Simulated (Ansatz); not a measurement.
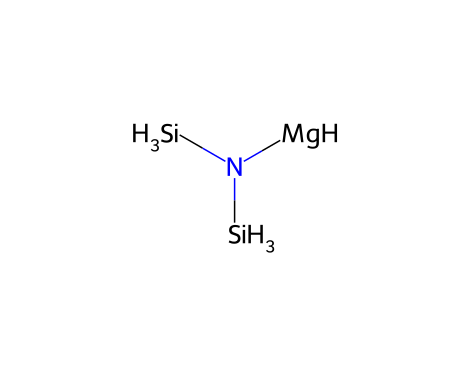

The drawing above gives the connectivity. The computed structure is the end point of a PBE0-D4/def2-TZVP optimisation.

Describe the 3D structure.

Formula H₇MgNSi₂. Its SMILES string is `[MgH][N]([SiH3])[SiH3]`. Among its groups: Si–H bond, Si–N bond. Coordination: 1 Mg linear; 1 N trigonal planar; 2 Si tetrahedral.

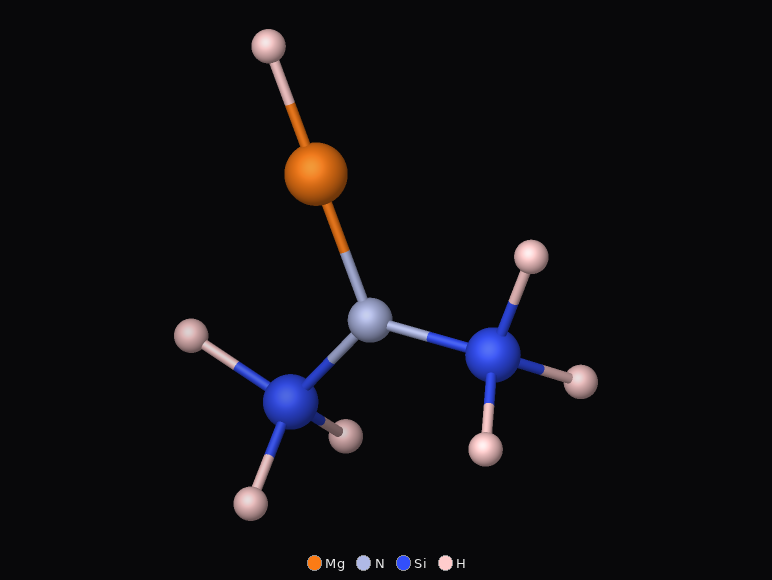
